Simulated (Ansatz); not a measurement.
**F6Ge (charge −2): density, localisation and related maps**

Input

```
crystal:
  periodic: [false, false, false]
  atoms:
    - { symbol: Ge, position_ang: [0.0, 0.0, 0.0] }
    - { symbol: F, position_ang: [1.82, 0.0, 0.0] }
    - { symbol: F, position_ang: [-1.82, 0.0, 0.0] }
    - { symbol: F, position_ang: [0.0, 1.82, 0.0] }
    - { symbol: F, position_ang: [0.0, -1.82, 0.0] }
    - { symbol: F, position_ang: [0.0, 0.0, 1.82] }
    - { symbol: F, position_ang: [0.0, 0.0, -1.82] }
total_charge: -2
basis:
  gaussian: { orbitals: def2-TZVP }
hamiltonian:
  xc: pbe
relax:
  f_tol: 0.004
  max_steps: 200
output:
  orbitals: {}
```

Run with:

```sh
ansatz run input.yaml --threads 4 --pin off --max-ram 8192MiB --backend cpu --events-out ev --progress --plain --runs-dir out
```

The fields are those of the relaxed geometry.

The highest occupied orbital lies above zero, a sign that basis and functional describe the outermost electron poorly.

Method: DFT PBE, Gaussian basis def2-TZVP (Ansatz).

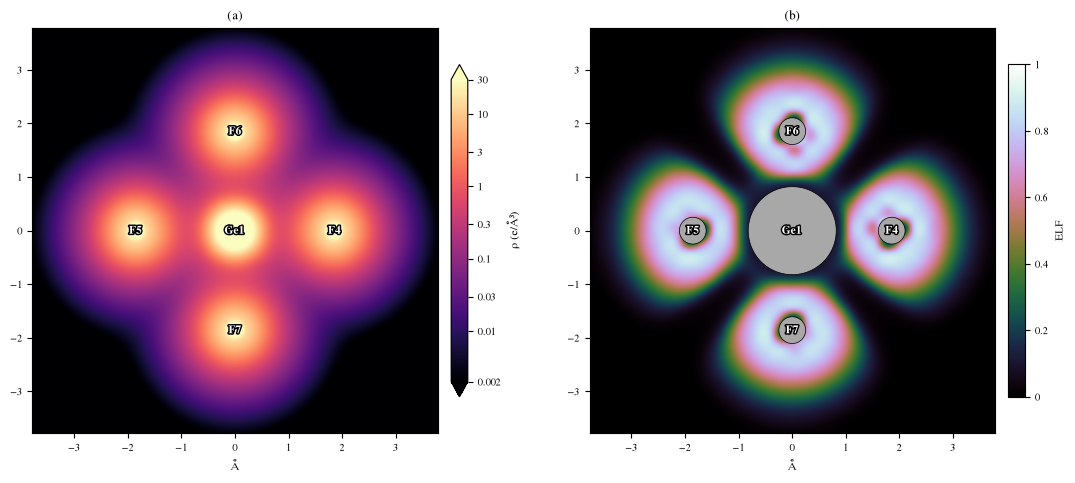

Figure 1. (a) total electron density; (b) electron localisation function on the plane of atoms F5, Ge1 and F7. Grey discs cover the atomic cores in the ELF map.

### Read the bonding off the picture.

Atoms in the plane: Ge and F.
Ge–F (1.86 Å): ρ at the midpoint is about 0.74 e/Å³; the ELF peaks at about 0.85 in the valence shell of F, 0.6 Å from its nucleus, and is about 0.25 at the midpoint.
The ELF also peaks beside F7, F5, F4 and F6, away from the bonds: lone-pair regions.

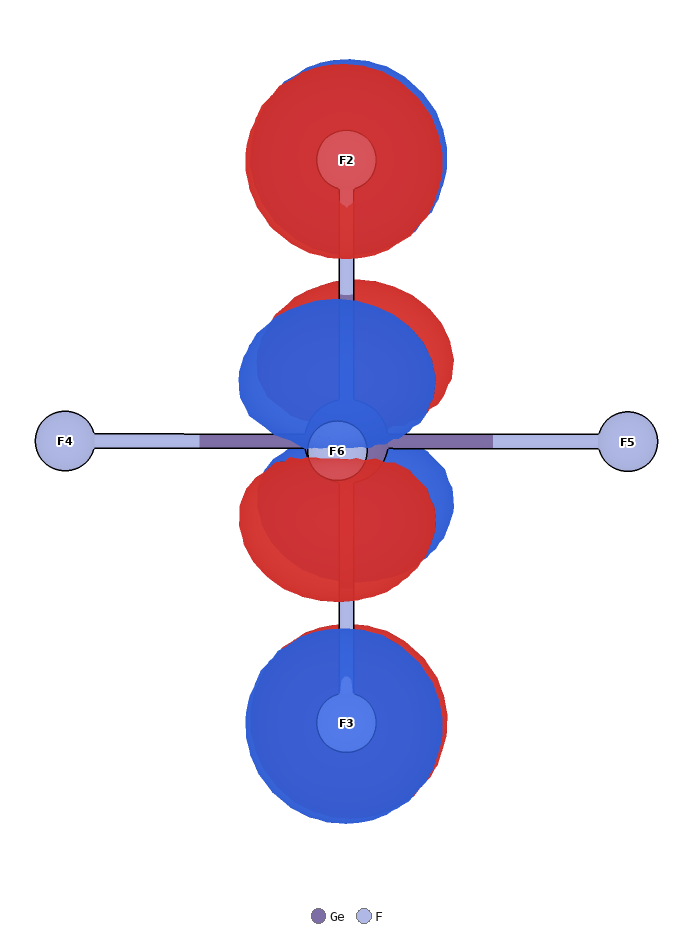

Figure 2. The HOMO at ±0.15 Å⁻³ᐟ² (blue and red are the two phases), seen across its widest extent.

### Describe this orbital and give its energy.

Its weight (Hirshfeld) is mainly on F2 (about 25 %), F3 (about 25 %), F7 (about 25 %) and F6 (about 25 %); it is gerade (even under inversion); largely a combination of lone pairs on F2, F3, F7 and F6. It is one of a degenerate set, so its orientation is arbitrary. Its energy is 2.55 eV.
